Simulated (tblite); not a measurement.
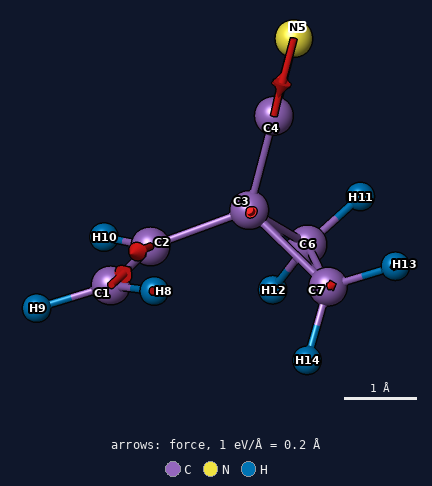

Starting geometry of C6H7N (charge +1, multiplicity 2) with the computed forces as red arrows. Style: ball-and-stick. Shown at a tilt.

These are results of tblite 0.8.0, GFN2-xTB geometry optimisation, gas phase, not measurements. 

What follows when this structure is relaxed?

Answer. It isn't relaxed: the largest force vector, on N5, is 4.56 eV/Å. The final displacements have little in common with the starting forces (cosine between the two patterns 0.12). After 83 geometry steps the energy has fallen by 74.7 kJ/mol. The atom that moves furthest after the best rigid fit is H10 (1.73 Å). By element the largest moves are H 1.73 Å, N 0.71 Å, C 0.61 Å. Some distances before and after: C1–C2 1.439 → 1.359 Å, C6–C7 1.500 → 1.448 Å, C3–C6 1.540 → 1.580 Å, C4–N5 1.178 → 1.144 Å. Among the angles between lasting bonds that change: C2–C3–C6 114.4° → 120.3°, C3–C6–H11 118.8° → 113.6°, C3–C7–H13 118.1° → 113.0°. Groups turn about C2–C3 by about 80°.
